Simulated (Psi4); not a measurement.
**One shape, several levels: BNH6 (B(NH3)H3)**

Aim: a comparison of 4 runs (wB97X/STO-3G, B3LYP/6-31G*, MP4(SDQ)/cc-pVDZ-DK) of BNH6 (B(NH3)H3). 

The results are computed with Psi4 1.11.

2 further runs of the same task are left out: 2 set aside as unsound or not needed.

**1. The structure to begin with**

BNH6: 8 atoms, total charge 0, spin state singlet. SMILES: `[H]B([H])([H])<-N`. Geometry: relaxed at GFN2-xTB.

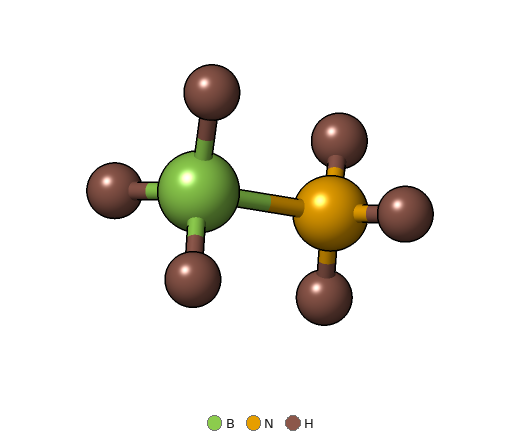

Viewed from a chosen angle; boron green, nitrogen amber, hydrogen brown.

**2. Energy and gradient at wB97X/STO-3G (run 1)**

The input, job.py:

```python
import psi4

psi4.set_memory(1600000000)
psi4.set_num_threads(1)
psi4.core.set_output_file('run.log', False)

geom = psi4.geometry("""
B
N 1 1.658667
H 2 1.012677 1 108.59443
H 2 1.012808 3 110.31765 1 118.91755
H 2 1.012841 3 110.37282 4 122.18649
H 1 1.190502 2 105.54403 3 179.50163
H 1 1.190745 6 113.0966 2 114.90795
H 1 1.190494 6 113.09428 7 130.17891
units angstrom
symmetry c1
no_reorient
no_com
""")

psi4.set_options({
    'basis': 'STO-3G',
    'reference': 'rks',
    'puream': True,
    'e_convergence': 1e-09,
    'd_convergence': 1e-08,
    'scf_type': 'pk',
    'dft_radial_points': 99,
    'dft_spherical_points': 590,
})

e_tot, wfn = psi4.gradient("wb97x", molecule=geom, return_wfn=True)
psi4.oeprop(wfn, "DIPOLE", "MAYER_INDICES", "QUADRUPOLE", title="WB97X")
print('gradient / Eh bohr^-1')
print(e_tot.np.round(6))
print(f'energy = {wfn.energy():.10f} Eh')
```

Run with:

```console
$ python job.py
```

run.log:

```text
[...]
  Running in c1 symmetry.
[...]
  Nuclear repulsion =   40.786409770538633
[...]
  Multiplicity = 1
[...]
  Nalpha       = 9
  Nbeta        = 9
[...]
    Number of basis functions: 16
[...]
   @RKS iter   1:   -82.13137911191960   -1.70685e+00   9.64798e-03 DIIS/ADIIS
[...]
   @RKS iter   8:   -82.15307154055962   -7.44649e-12   8.03130e-09 DIIS
[...]
    Orbital Energies [Eh]
    ---------------------
    Doubly Occupied:
       1A    -14.361643     2A     -6.513884     3A     -1.066607
       4A     -0.651840     5A     -0.651706     6A     -0.572499
       7A     -0.399121     8A     -0.305587     9A     -0.305531
[...]
  @RKS Final Energy:   -82.15307154055962
   => Energetics <=
    Nuclear Repulsion Energy =             40.7864097705386328
    One-Electron Energy =                -190.3921138871767766
    Two-Electron Energy =                  76.3663896391511514
    DFT Exchange-Correlation Energy =      -8.9137570630726248
    Empirical Dispersion Energy =           0.0000000000000000
    VV10 Nonlocal Energy =                  0.0000000000000000
    Total Energy =                        -82.1530715405596226
[...]
  -Total Gradient:
     Atom            X                  Y                   Z
    ------   -----------------  -----------------  -----------------
       1        0.000151729869     0.000074358096     0.014068577615
       2        0.000015644202    -0.000178817865     0.051203308837
       3       -0.000094859121     0.030361398355    -0.016257800246
       4        0.026187723338    -0.015109745367    -0.016171412236
       5       -0.026136209008    -0.015059870561    -0.016212191153
       6       -0.000092524534     0.008750826393    -0.005510336658
       7       -0.007632120365    -0.004534213369    -0.005556168617
       8        0.007608845133    -0.004296823141    -0.005539128232
[...]
```

On the terminal:

```text
gradient / Eh bohr^-1
[[ 1.5200e-04  7.4000e-05  1.4069e-02]
 [ 1.6000e-05 -1.7900e-04  5.1203e-02]
 [-9.5000e-05  3.0361e-02 -1.6258e-02]
 [ 2.6188e-02 -1.5110e-02 -1.6171e-02]
 [-2.6136e-02 -1.5060e-02 -1.6212e-02]
 [-9.3000e-05  8.7510e-03 -5.5100e-03]
 [-7.6320e-03 -4.5340e-03 -5.5560e-03]
 [ 7.6090e-03 -4.2970e-03 -5.5390e-03]]
energy = -82.1530715406 Eh
```

Run time: 5.1 s. Hardware: 1 thread of Intel Xeon 6975P-C (Granite Rapids), shared host; peak memory 0.44 GiB.

**3. Energy and forces at B3LYP/6-31G(d) (spherical functions) (run 2)**

The input, bh6n.xyz:

```xyz
8
BH6N
B     -0.002200     0.002970    -0.830690
N      0.002130    -0.003040     0.827960
H     -0.956060     0.034440     1.153510
H      0.515830     0.807160     1.152720
H      0.449590    -0.854150     1.146140
H      1.143350    -0.032090    -1.152840
H     -0.545010     1.015160    -1.144860
H     -0.607620    -0.970450    -1.151930
```

The input, run.py:

```python
import psi4

psi4.set_memory('1600 MB')
psi4.set_num_threads(1)
psi4.core.set_output_file('bh6n.out', False)

with open('bh6n.xyz') as f:
    atoms = ''.join(f.readlines()[2:])
geom = psi4.geometry('0 1\n' + atoms + 'symmetry c1\nno_reorient\nno_com')

options = {'reference': 'rks', 'puream': True, 'e_convergence': 1e-09, 'd_convergence': 1e-08, 'scf_type': 'pk', 'dft_radial_points': 99, 'dft_spherical_points': 590}
psi4.set_options(options)

energy_value, wavefunction = psi4.gradient("b3lyp/6-31G*", return_wfn=True)
psi4.oeprop(wavefunction, "DIPOLE", "MAYER_INDICES", "WIBERG_LOWDIN_INDICES")
print('gradient / Eh bohr^-1')
print(energy_value.np.round(6))
print(f'energy = {wavefunction.energy():.10f} Eh')
```

Run with:

```console
$ python run.py
```

bh6n.out:

```text
[...]
  Running in c1 symmetry.
[...]
  Nuclear repulsion =   40.786411378503296
[...]
  Multiplicity = 1
[...]
  Nalpha       = 9
  Nbeta        = 9
[...]
    Number of basis functions: 40
[...]
   @RKS iter   1:   -83.00259186717153   -2.89748e-01   1.55246e-02 DIIS/ADIIS
[...]
   @RKS iter   9:   -83.21016355125344   -1.26477e-12   4.05662e-09 DIIS
[...]
    Orbital Energies [Eh]
    ---------------------
    Doubly Occupied:
       1A    -14.401375     2A     -6.658081     3A     -0.949249
       4A     -0.556482     5A     -0.556354     6A     -0.501634
       7A     -0.347538     8A     -0.267382     9A     -0.267336
[...]
  @RKS Final Energy:   -83.21016355125344
   => Energetics <=
    Nuclear Repulsion Energy =             40.7864113785032956
    One-Electron Energy =                -191.2642544177057289
    Two-Electron Energy =                  77.9990802083367072
    DFT Exchange-Correlation Energy =     -10.7314007203877111
    Empirical Dispersion Energy =           0.0000000000000000
    VV10 Nonlocal Energy =                  0.0000000000000000
    Total Energy =                        -83.2101635512534443
[...]
  -Total Gradient:
     Atom            X                  Y                   Z
    ------   -----------------  -----------------  -----------------
       1        0.000052389768    -0.000124890465    -0.000111982648
       2       -0.000100653462    -0.000065316548     0.014890606577
       3        0.003087838499    -0.000012168092    -0.006153219294
       4       -0.001619772751    -0.002531694505    -0.006075652158
       5       -0.001369611501     0.002650509832    -0.006113012125
       6       -0.009868950897     0.000325888032     0.001233264048
       7        0.004592777707    -0.008632038919     0.001127355380
       8        0.005225943297     0.008389860892     0.001202623208
[...]
```

On the terminal:

```text
gradient / Eh bohr^-1
[[ 5.2000e-05 -1.2500e-04 -1.1200e-04]
 [-1.0100e-04 -6.5000e-05  1.4891e-02]
 [ 3.0880e-03 -1.2000e-05 -6.1530e-03]
 [-1.6200e-03 -2.5320e-03 -6.0760e-03]
 [-1.3700e-03  2.6510e-03 -6.1130e-03]
 [-9.8690e-03  3.2600e-04  1.2330e-03]
 [ 4.5930e-03 -8.6320e-03  1.1270e-03]
 [ 5.2260e-03  8.3900e-03  1.2030e-03]]
energy = -83.2101635513 Eh
```

It took 6.9 s on 1 thread of Intel Xeon 6975P-C (Granite Rapids), shared host; peak memory 0.76 GiB.

Run 3 isn't shown in full; the table further down has it.

**4. A single-point energy at MP4(SDQ)/cc-pVDZ-DK (sfX2C, density fitting) (run 4)**

The input, bh6n.inp:

```
memory 1.6 GB

molecule {
  B     -0.002200     0.002970    -0.830690
  N      0.002130    -0.003040     0.827960
  H     -0.956060     0.034440     1.153510
  H      0.515830     0.807160     1.152720
  H      0.449590    -0.854150     1.146140
  H      1.143350    -0.032090    -1.152840
  H     -0.545010     1.015160    -1.144860
  H     -0.607620    -0.970450    -1.151930
}

set globals {
  scf_type     df
  relativistic x2c
}

energy("mp4(sdq)/cc-pVDZ-DK")
```

Run with:

```console
$ psi4 -n 1 bh6n.inp bh6n.out
```

bh6n.out:

```text
[...]
  Running in c1 symmetry.
[...]
  Nuclear repulsion =   40.786411378503296
[...]
  Multiplicity = 1
[...]
  Nalpha       = 9
  Nbeta        = 9
[...]
    Number of basis functions: 58
[...]
   @DF-RHF iter   1:   -82.57578655649857   -5.29714e-01   5.92719e-03 DIIS/ADIIS
[...]
   @DF-RHF iter  10:   -82.65743409574500   -2.20268e-12   4.17008e-09 DIIS
[...]
    Orbital Energies [Eh]
    ---------------------
    Doubly Occupied:
       1A    -15.654559     2A     -7.526190     3A     -1.246635
       4A     -0.728523     5A     -0.728374     6A     -0.705594
       7A     -0.507254     8A     -0.412000     9A     -0.411939
[...]
  @DF-RHF Final Energy:   -82.65743409574500
   => Energetics <=
    Nuclear Repulsion Energy =             40.7864113785032956
    One-Electron Energy =                -191.0455565891066669
    Two-Electron Energy =                  67.6017111148583751
    Total Energy =                        -82.6574340957450033
[...]
 Multipole Moments:
 ------------------------------------------------------------------------------------
     Multipole            Electronic (a.u.)      Nuclear  (a.u.)        Total (a.u.)
 ------------------------------------------------------------------------------------
 L = 1.  Multiply by 2.5417464519 to convert [e a0] to [Debye]
 Dipole X            :          0.0045598            0.0013121            0.0058719
 Dipole Y            :         -0.0067510           -0.0012848           -0.0080357
 Dipole Z            :          1.7292673            0.4239032            2.1531706
 Magnitude           :                                                    2.1531936
[...]
      * MP2 total energy:                    -82.960298270744
[...]
      * MP3 total energy:                    -82.990670950114
[...]
```

Wall time 2.5 s (1 thread of Intel Xeon 6975P-C (Granite Rapids), shared host); peak memory 0.29 GiB.

**5. The series**

```csv
run,level,task,integrals,energy (Eh),HOMO energy (eV),LUMO energy (eV),HOMO–LUMO gap (eV),wall time
1,wB97X/STO-3G,gradient,pk,-82.153072,-8.31,10.62,18.93,5.1 s
2,B3LYP/6-31G* (spherical functions),gradient,pk,-83.210164,-7.27,0.85,8.13,6.9 s
3,MP4(SDQ)/cc-pVDZ-DK (density fitting),energy,df,-82.957898,-11.21,3.78,14.99,2.3 s
4,"MP4(SDQ)/cc-pVDZ-DK (sfX2C, density fitting)",energy,df,-82.995580,-11.21,3.77,14.98,2.5 s
```

**6. Summary of results**

| quantity | value |
| --- | --- |
| run 4: total energy | -82.99558 Eh |
| run 4: HOMO energy (Hartree–Fock orbitals) | -11.21 eV |
| run 4: LUMO energy (Hartree–Fock orbitals) | 3.77 eV |
| run 4: HOMO–LUMO gap (Hartree–Fock orbitals) | 14.98 eV |
| run 4: correlation energy | -338.1 mEh |

In words: Totals of different functionals can't be ranked against each other. In run 1 the basis is minimal, so the values are rough. In run 3 relativity is left out where basis or elements ask for it. All runs together took 17 s, the longest 6.9 s.
